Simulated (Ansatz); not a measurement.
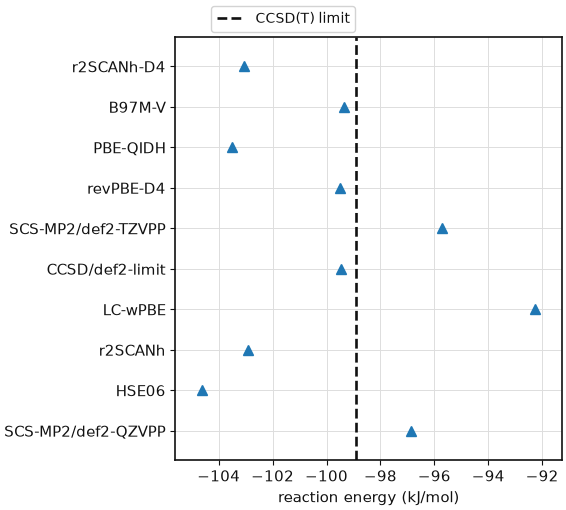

Electronic reaction energy of InNH₃Cl ([NH2][InH][Cl]) + H₂Se ([SeH2]) → InH₂SeCl ([Cl][InH][SeH]) + NH₃ (N) (SMILES in brackets) at several levels (functionals in def2-TZVPP unless a basis is named), isolated molecules at PBE0-D4 triple-zeta geometries, minima by their frequencies, no zero-point or thermal terms, the Ansatz code 0.2.0. The line is frozen-core CCSD(T) at the basis limit (MP2 extrapolated from triple and quadruple zeta, plus CCSD(T) less MP2 in a smaller set). PBE-QIDH holds a correlation term that converges slowly with the basis, so part of the distance to the limit is basis error. No dispersion term is added to PBE-QIDH, LC-wPBE, r2SCANh and HSE06. The distance of SCS-MP2/def2-TZVPP and SCS-MP2/def2-QZVPP to the limit includes basis error. Core potentials past Kr.

> Which level comes closest to the line (CCSD(T) limit), and which misses most?

Closest B97M-V (−99.4 kJ/mol), against −98.9 kJ/mol; farthest LC-wPBE (−92.3 kJ/mol).

> What do zero-point energy and temperature add?

Zero-point change 10.5 kJ/mol; at 298.15 K and 1 bar the CCSD(T) limit plus thermal terms gives an enthalpy of reaction of −87.9 and a free energy of −85.9 kJ/mol (harmonic PBE0-D4 modes, ideal gas).

Note: no scalar relativity up to krypton; outer-core shells are correlated without core-valence functions, which makes the correlated values less sure; spin-orbit coupling is left out, and with In it can shift these values.
